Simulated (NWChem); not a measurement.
# triplet WO3: levels of theory compared

Aim: a comparison of 5 runs (U-wB97X/def2-SVPD, UB2PLYP/def2-SVPD, UBHLYP/def2-SVPD, UCAM-B3LYP/def2-SVPD, UM06-2X/def2-SVPD) of triplet WO3. 

Program for the calculation: NWChem 7.3.0.

**1. The system as given**

WO3: 4 atoms, total charge 0, spin state triplet. As SMILES of the parent species, `[O]=[W](=[O])=[O]`. Geometry: relaxed at PBE0-D4/def2-TZVP. That shape belongs to the parent species and isn't relaxed for this state.

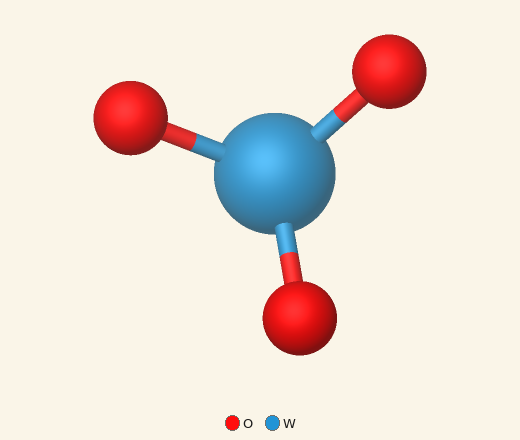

Viewed from a chosen angle; oxygen red, tungsten blue.

**2. The energy at U-wB97X/def2-SVPD (core potential) (run 1)**

Input file calc.xyz:

```xyz
4
O3W
O     -0.237500     0.265200     1.555000
W     -0.366400    -0.283700    -0.065200
O      1.071700    -1.143300    -0.433900
O     -0.412200     1.101500    -1.076300
```

Input file calc.nw:

```
start calc
title "O3W"
memory stack 880 mb heap 220 mb global 1100 mb

geometry units angstroms noautosym nocenter noautoz
   load format xyz calc.xyz
end

basis spherical bse
   O library def2-SVPD
   W library def2-SVPD
end

ecp bse
   W library def2-SVPD
end

dft
   xc wb97x
   mult 3
   grid fine
   convergence energy 1e-08
   iterations 100
   mulliken
end

task dft
```

Command:

```sh
nwchem calc.nw > calc.out
```

Output:

```text
[...]
          Wavefunction type:  spin polarized.
          No. of atoms     :     4
          No. of electrons :    38
[...]
          Charge           :     0
          Spin multiplicity:     3
[...]
          AO basis - number of functions:   104
[...]
              XC Information
              --------------
                       wb97x  Method XC Functional
                     Hartree-Fock (Exact) Exchange  1.000
                         wb97x Exchange Functional  1.000
                      wb97x Correlation Functional  1.000
[...]
 d= 0,ls=0.0,diis     1   -292.0625182279 -4.32D+02  2.14D-02  8.90D-01     5.7
[...]
 d= 0,ls=0.0,diis    37   -292.5096076579 -4.64D-09  2.31D-06  1.05D-09   199.7
[...]
         Total DFT energy =     -292.509607657902
      One electron energy =     -701.621833052729
           Coulomb energy =      301.874060045736
    Exchange-Corr. energy =      -33.130773674797
 Nuclear repulsion energy =      140.368939023888
[...]
      Total Density - Mulliken Population Analysis
     ---------------------------------------------
    Atom       Charge   Shell Charges
 -----------   ------   -------------------------------------------------------
    1 O    8     8.53   1.99  1.13  0.75  0.08  2.74  1.65  0.16  0.01  0.02
    2 W   14    12.40   0.04 -0.37  1.91  0.45  0.43  0.07  5.59  0.42  0.14 -0.05  3.42  0.16  0.20
    3 O    8     8.53   1.99  1.13  0.75  0.08  2.74  1.65  0.16  0.01  0.02
    4 O    8     8.53   1.99  1.13  0.76  0.08  2.74  1.65  0.15  0.01  0.02
[...]
      <S2> =      2.0406 (Exact =     2.0000)
[...]
```

Run time: 3.3 min. Hardware: 1 thread of Intel Xeon 6975P-C (Granite Rapids), shared host; peak memory 0.12 GiB.

**3. A single-point energy at UB2PLYP/def2-SVPD (core potential) (run 2)**

Input file input.nw:

```
start input
memory stack 880 mb heap 220 mb global 1100 mb

geometry units angstrom noautosym nocenter noautoz
 O     -0.237500     0.265200     1.555000
 W     -0.366400    -0.283700    -0.065200
 O      1.071700    -1.143300    -0.433900
 O     -0.412200     1.101500    -1.076300
end

basis spherical bse
 O library def2-SVPD
 W library def2-SVPD
end

ecp bse
 W library def2-SVPD
end

dft
 xc hfexch 0.53 becke88 0.47 lyp 0.73 mp2 0.27
 dftmp2 semidirect
 mult 3
 grid fine
 convergence energy 1e-08
 maxiter 100
 mulliken
 print medium
end

mp2
 freeze core 3
end

task dft energy
```

Command:

```sh
nwchem input.nw > input.out
```

Output:

```text
[...]
          Wavefunction type:  spin polarized.
          No. of atoms     :     4
          No. of electrons :    38
[...]
          Charge           :     0
          Spin multiplicity:     3
[...]
          AO basis - number of functions:   104
[...]
              XC Information
              --------------
                     Hartree-Fock (Exact) Exchange  0.530
                    Becke 1988 Exchange Functional  0.470
              Lee-Yang-Parr Correlation Functional  0.730
[...]
 d= 0,ls=0.0,diis     1   -291.5093779213 -4.32D+02  2.20D-02  7.96D-01     2.1
[...]
 d= 0,ls=0.0,diis    45   -291.9273764272  2.06D-09  5.69D-07  2.57D-10    82.3
[...]
         Total DFT energy =     -291.927376427183
      One electron energy =     -701.415329926165
           Coulomb energy =      301.681572236729
    Exchange-Corr. energy =      -32.562557761636
 Nuclear repulsion energy =      140.368939023888
[...]
      Total Density - Mulliken Population Analysis
     ---------------------------------------------
    Atom       Charge   Shell Charges
 -----------   ------   -------------------------------------------------------
    1 O    8     8.62   1.99  1.13  0.78  0.07  2.73  1.70  0.17  0.01  0.02
    2 W   14    12.14   0.04 -0.36  1.88  0.48  0.38  0.07  5.58  0.44  0.04 -0.05  3.34  0.11  0.20
    3 O    8     8.62   1.99  1.13  0.78  0.07  2.73  1.70  0.17  0.01  0.02
    4 O    8     8.62   1.99  1.13  0.78  0.07  2.73  1.71  0.17  0.01  0.02
[...]
      <S2> =      2.0936 (Exact =     2.0000)
[...]
  Basis functions       =    104
[...]
```

Wall time 88 s (1 thread of Intel Xeon 6975P-C (Granite Rapids), shared host); peak memory 0.4 GiB.

**4. The energy at UBHLYP/def2-SVPD (core potential) (run 3)**

Input file o3w.xyz:

```xyz
4

O     -0.237500     0.265200     1.555000
W     -0.366400    -0.283700    -0.065200
O      1.071700    -1.143300    -0.433900
O     -0.412200     1.101500    -1.076300
```

Input file o3w.nw:

```
start o3w
memory total 2200 mb

geometry units angstroms noautosym nocenter noautoz
load format xyz o3w.xyz
end

basis "ao basis" spherical bse
* library def2-SVPD
end

ecp bse
W library def2-SVPD
end

dft
xc bhlyp
mult 3
grid fine
convergence energy 1e-08
iterations 100
mulliken
end

task dft
```

Command:

```sh
nwchem o3w.nw > o3w.out
```

Output:

```text
[...]
          Wavefunction type:  spin polarized.
          No. of atoms     :     4
          No. of electrons :    38
[...]
          Charge           :     0
          Spin multiplicity:     3
[...]
          AO basis - number of functions:   104
[...]
              XC Information
              --------------
                        BHLYP Method XC Functional
                     Hartree-Fock (Exact) Exchange  0.500
                        Slater Exchange Functional  0.500 local
                    Becke 1988 Exchange Functional  0.500 non-local
              Lee-Yang-Parr Correlation Functional  1.000
[...]
 d= 0,ls=0.0,diis     1   -291.8807367974 -4.32D+02  2.25D-02  7.99D-01     2.2
[...]
 d= 0,ls=0.0,diis    38   -292.3011891676 -4.96D-09  9.96D-07  1.35D-08    70.0
[...]
         Total DFT energy =     -292.301189167577
      One electron energy =     -701.549247545969
           Coulomb energy =      301.822798203141
    Exchange-Corr. energy =      -32.943678848638
 Nuclear repulsion energy =      140.368939023888
[...]
      Total Density - Mulliken Population Analysis
     ---------------------------------------------
    Atom       Charge   Shell Charges
 -----------   ------   -------------------------------------------------------
    1 O    8     8.61   1.99  1.13  0.78  0.08  2.74  1.69  0.17  0.01  0.02
    2 W   14    12.17   0.04 -0.36  1.88  0.48  0.39  0.07  5.58  0.44  0.04 -0.05  3.36  0.11  0.20
    3 O    8     8.61   1.99  1.13  0.78  0.08  2.74  1.69  0.17  0.01  0.02
    4 O    8     8.61   1.99  1.13  0.78  0.08  2.74  1.70  0.17  0.01  0.02
[...]
      <S2> =      2.0814 (Exact =     2.0000)
[...]
```

It took 71 s on 1 thread of Intel Xeon 6975P-C (Granite Rapids), shared host; peak memory 0.12 GiB.

Run 4 isn't shown in full; the table further down has it.

**5. The energy at UM06-2X/def2-SVPD (core potential) (run 5)**

Input file a.xyz:

```xyz
4
O3W M06-2X
O     -0.237500     0.265200     1.555000
W     -0.366400    -0.283700    -0.065200
O      1.071700    -1.143300    -0.433900
O     -0.412200     1.101500    -1.076300
```

Input file run.py:

```python
from ase.io import read
from ase.calculators.nwchem import NWChem

mol = read('a.xyz')

calc = NWChem(
    label='a',
    theory='dft',
    memory='2200 mb',
    basis='def2-SVPD',
    basispar='spherical bse',
    dft={'xc': 'm06-2x', 'mult': '3', 'grid': 'fine', 'convergence': 'energy 1e-08', 'iterations': '100', 'mulliken': None},
    task='energy',
    **{'ecp bse': {'W library': 'def2-SVPD'}},
)
mol.calc = calc

print(f"energy = {mol.get_potential_energy():.6f} eV")
```

Command:

```sh
export ASE_NWCHEM_COMMAND="nwchem PREFIX.nwi > PREFIX.nwo"
python run.py
```

Output:

```text
energy = -7955.242839 eV
```

The calculator wrote a.nwi:

```
title "a"

permanent_dir a

scratch_dir a

start a

geometry units angstrom nocenter noautosym noautoz
  O  -2.3749999999999999e-01 2.6519999999999999e-01 1.5549999999999999e+00
  W  -3.6640000000000000e-01 -2.8370000000000001e-01 -6.5199999999999994e-02
  O  1.0717000000000001e+00 -1.1433000000000000e+00 -4.3390000000000001e-01
  O  -4.1220000000000001e-01 1.1014999999999999e+00 -1.0763000000000000e+00
end

memory 2200 mb

basis spherical bse noprint
   * library def2-SVPD
end

dft
  xc m06-2x
  mult 3
  grid fine
  convergence energy 1e-08
  iterations 100
  mulliken
end
ecp bse
  W library def2-SVPD
end

task dft energy
```

a.nwo:

```text
Northwest Computational Chemistry Package (NWChem) 7.3.0
             --------------------------------------------------------

           Job information
           ---------------

    nwchem branch   = 7.3.0
    use scalapack   = T
    input           = a.nwi
    prefix          = a.
    data base       = a/a.db
    status          = startup
    nproc           =        1

           Memory information
           ------------------

[... 5 lines left out ...]
    hardfail = no
[... 36 lines left out ...]
            Nuclear Dipole moment (a.u.)
[... 75 lines left out ...]
          Convergence on density requested:  1.00D-05
[... 24 lines left out ...]
          Convergence aids based upon iterative change in
[... 29 lines left out ...]
 2-e energy   =     269.075716
[... 52 lines left out ...]
           Coulomb energy =      301.631141680886
[... 743 lines left out ...]
                     DFT Final Beta Molecular Orbital Analysis
[... 841 lines left out ...]
     Multipole analysis of the density
     ---------------------------------

     L   x y z        total         alpha         beta         nuclear
     -   - - -        -----         -----         ----         -------
     0   0 0 0      0.000000    -20.000000    -18.000000     38.000000

     1   1 0 0     -0.759121      1.837060      0.717642     -3.313823
[... 8 lines of this table left out ...]
     2   0 0 2    -31.923320    -73.698394    -65.989798    107.764871

 Task  times  cpu:       88.8s     wall:       88.8s
 Total times  cpu:       88.8s     wall:       88.8s
```

Run time: 90 s. Hardware: 1 thread of Intel Xeon 6975P-C (Granite Rapids), shared host; peak memory 0.12 GiB.

**6. All runs side by side**

```
run                                  level  frozen core orbitals  energy (Eh)  dipole moment (D)  HOMO energy (eV)  LUMO energy (eV)  wall time
  1     U-wB97X/def2-SVPD (core potential)                     –  -292.509608               2.53             -9.29             -5.57    3.3 min
  2     UB2PLYP/def2-SVPD (core potential)                     3  -292.264236               2.70             -8.29             -5.84       88 s
  3      UBHLYP/def2-SVPD (core potential)                     –  -292.301189               2.75             -8.29             -6.25       71 s
  4  UCAM-B3LYP/def2-SVPD (core potential)                     –  -292.452316               2.48             -8.46             -6.48    3.2 min
  5     UM06-2X/def2-SVPD (core potential)                     –  -292.349784               2.44             -8.26             -6.71       90 s
```

**7. Outcome**

| quantity | value |
| --- | --- |
| run 5: total energy | -292.34978 Eh |
| run 5: dipole moment | 2.44 D |
| run 5: HOMO energy (highest over α and β) | -8.26 eV |
| run 5: LUMO energy (lowest over α and β) | -6.71 eV |
| run 5: ⟨S²⟩ | 2.047 |

The dipole moment (its size) runs from 2.44 D (UM06-2X/def2-SVPD) to 2.75 D (UBHLYP/def2-SVPD). Totals of different functionals can't be ranked against each other. All runs together took 11 min, the longest 3.3 min.
